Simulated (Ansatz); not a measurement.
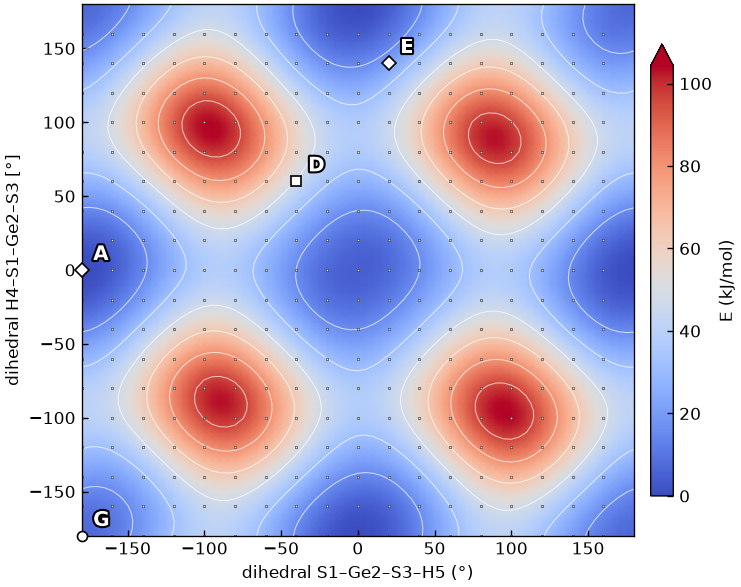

GeH2S2, SMILES [SH][Ge][SH]. 
- Coordinates scanned: (1) dihedral S1–Ge2–S3–H5; (2) dihedral H4–S1–Ge2–S3.
- Nothing is relaxed (all other coordinates rigid).
- Grid: 18 × 18 points; 91 points were computed and 233 follow by symmetry.
- Energies are in kJ/mol, from the lowest grid point.
- These are results of Ansatz, RKS PBE0-D4/def2-SVP, not measurements.

The picture shows a smooth colour map with a few white contour lines, dots at the grid points, one colour for all values above the top of the scale, lettered points. Between grid points the surface is interpolated.

Question: Is D the lowest point of the computed grid?

Answer: No. D lies 47 kJ/mol above the lowest grid point, which is at dihedral S1–Ge2–S3–H5 = −180°, dihedral H4–S1–Ge2–S3 = 0°.

Question: Rank the lettered points by energy, lowest first.

Answer: A (0 kJ/mol), G (7 kJ/mol), E (22 kJ/mol), D (47 kJ/mol).
